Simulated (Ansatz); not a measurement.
**UBCCD(T)/3-21G run of SiH3 (silyl radical)**

What is the electronic atomisation energy of SiH3 (silyl radical) at UBCCD(T)/3-21G? 

Program for the calculation: Ansatz 0.2.0.

53 further runs of the same task are left out: 53 set aside as unsound or not needed.

## (1) Starting point

SiH3 has 4 atoms, charge 0, and is taken as a doublet. SMILES: `[SiH3]`. The coordinates come from a PBE0-D4/def2-TZVP relaxation.

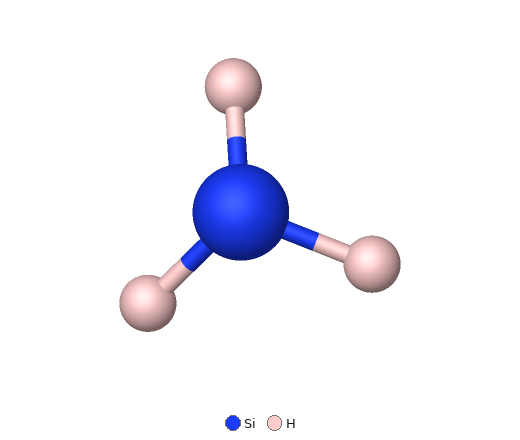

The structure, seen from a chosen angle (silicon blue, hydrogen pink).

## (2) A single-point energy at UBCCD(T)/3-21G

Contents of job.yaml:

```yaml
crystal:
  periodic: [false, false, false]
  atoms:
    - {symbol: Si, position_ang: [0.293780, -0.026900, -0.164030]}
    - {symbol: H, position_ang: [0.559150, 0.665300, 1.123900]}
    - {symbol: H, position_ang: [-0.224040, -1.401650, 0.060130]}
    - {symbol: H, position_ang: [-0.628890, 0.763250, -1.019990]}
basis:
  gaussian:
    orbitals: 3-21G.json
magnetization:
  spin_polarized: true
  initial_magnetization: 1
correlation:
  method: bccd_t
  frozen_orbitals: {H: 0, Si: 5}
accuracy: high
scf:
  omitted_lower_state_checks: [cluster_reference, increment]
```

The basis set 3-21G is read from a file made from the Basis Set Exchange's data (not shown).

Launch:

```
$ ansatz run job.yaml --threads 1 --pin off --max-ram 3480MiB --events-out events.jsonl --progress --plain --runs-dir runs
```

Log:

```text
Warning: RAYON_NUM_THREADS=1 ignored (pool sized by the plan → 1); use --threads N
Functional definition: HF
  name "HF"
  exchange = exact_x
  correlation = 0
these checks for a lower state are left out or cut short: cluster_reference, increment
377 factors; integrals over basis functions are off by at most 3.0e-9 eV
mean field evaluation 1: about -7865.9433 eV, gradient 5.2e0 eV
mean field evaluation 2: about -7865.9440 eV, gradient 5.2e0 eV
mean field evaluation 4: about -7866.2744 eV, gradient 4.9e-1 eV
mean field evaluation 8: about -7866.2817 eV, gradient 7.4e-3 eV
mean field -7866.28172581 eV, -289.0805214661 hartree, gradient 6.9e-9 eV, S^2 0.755059; 0 other end points of the search recorded, 0 dependent functions left out
5 core orbitals not correlated: weight in the atoms' cores, before any rotation towards them, 1.000 or more for the frozen orbitals, at most 0.000 for the correlated occupied ones
reference -7866.28172581 eV, -289.0805214661 hartree; 4, 3 occupied and 10, 11 virtual orbitals, 377 factors
second order -1.36177903 eV of doubles, -0.00000000 eV of singles
cycle   1  -1.71719645 eV  change   -3.6e-1 eV  update   4.9e-2
cycle   2  -1.88789280 eV  change   -1.7e-1 eV  update   2.0e-2
cycle   3  -1.89293987 eV  change   -5.0e-3 eV  update   4.9e-3
cycle   4  -1.89468753 eV  change   -1.7e-3 eV  update   1.8e-3
cycle   5  -1.89442990 eV  change    2.6e-4 eV  update   4.8e-4
cycle   6  -1.89459304 eV  change   -1.6e-4 eV  update   1.5e-4
cycle   7  -1.89466379 eV  change   -7.1e-5 eV  update   3.1e-5
cycle   8  -1.89464031 eV  change    2.3e-5 eV  update   8.9e-6
cycle   9  -1.89464416 eV  change   -3.9e-6 eV  update   2.6e-6
cycle  10  -1.89464427 eV  change   -1.1e-7 eV  update   9.0e-7
cycle  11  -1.89464437 eV  change   -9.9e-8 eV  update   2.4e-7
cycle  12  -1.89464442 eV  change   -5.0e-8 eV  update   6.0e-8
cycle  13  -1.89464441 eV  change    1.2e-8 eV  update   2.0e-8
cycle  14  -1.89464442 eV  change   -1.4e-8 eV  update   1.1e-8
cycle  15  -1.89464430 eV  change    1.3e-7 eV  update   3.7e-8
cycle  16  -1.89464424 eV  change    5.9e-8 eV  update   1.3e-8
cycle  17  -1.89464423 eV  change    3.3e-9 eV  update   3.0e-9
cycle  18  -1.89464424 eV  change   -1.3e-9 eV  update   1.0e-9
cycle  19  -1.89464424 eV  change  -4.0e-10 eV  update  3.0e-10
perturbative correction -0.02098471 eV, -0.0007711740 hartree
Total energy: -7868.19735476 eV, -289.1509195316 hartree
Checks for a lower state left out: cluster_reference, increment
```

It took 0.48 s on 1 thread of Arm Neoverse V1, shared host.

## (3) The H atom: the energy at UHF/3-21G

Contents of in.yaml:

```yaml
crystal:
  periodic: [false, false, false]
  atoms:
    - {symbol: H, position_ang: [0.000000, 0.000000, 0.000000]}
basis:
  gaussian: {orbitals: 3-21G.json}
magnetization: {spin_polarized: true, initial_magnetization: 1}
hamiltonian: {xc: hf}
accuracy: high
```

The basis set 3-21G is read from a file made from the Basis Set Exchange's data (not shown).

Run the same way, it converges to -0.49620 Eh (log not shown).

## (4) The Si atom, same level

Contents of in.yaml:

```yaml
basis:
  gaussian:
    orbitals: 3-21G.json
crystal:
  periodic: [false, false, false]
  atoms:
    - {symbol: Si, position_ang: [0.000000, 0.000000, 0.000000]}
magnetization:
  spin_polarized: true
  initial_magnetization: 2
correlation:
  method: bccd_t
  frozen_orbitals: {Si: 5}
accuracy: high
scf:
  omitted_lower_state_checks: [cluster_reference, increment]
```

The basis set 3-21G is read from a file made from the Basis Set Exchange's data (not shown).

Run the same way, it converges to -287.36855 Eh (log not shown).

## (5) Summary of results

At UBCCD(T)/3-21G, 5 core orbitals frozen:

| quantity | value |
| --- | --- |
| molecule: total energy | -289.15092 Eh |
| molecule: correlation energy (5 core orbitals frozen) | -70.4 mEh |
| molecule: (T) correction | -0.77 mEh |
| molecule: ⟨S²⟩ of the reference determinant | 0.755 |
| H atom: total energy | -0.49620 Eh |
| H atom: ⟨S²⟩ | 0.750 |
| Si atom: total energy | -287.36855 Eh |
| Si atom: correlation energy (5 core orbitals frozen) | -24.1 mEh |
| Si atom: (T) correction | -0.11 mEh |
| Si atom: ⟨S²⟩ of the reference determinant | 2.000 |
| electronic atomisation energy | 7.994 eV |

Taking the molecule apart into free atoms costs 7.99 eV (771 kJ/mol), before zero-point energy and without spin-orbit coupling. The basis has no polarisation functions, which makes bonds too weak. The triples (molecule) make up 1.1 % of the correlation energy. The triples (Si atom) make up 0.4 % of the correlation energy.
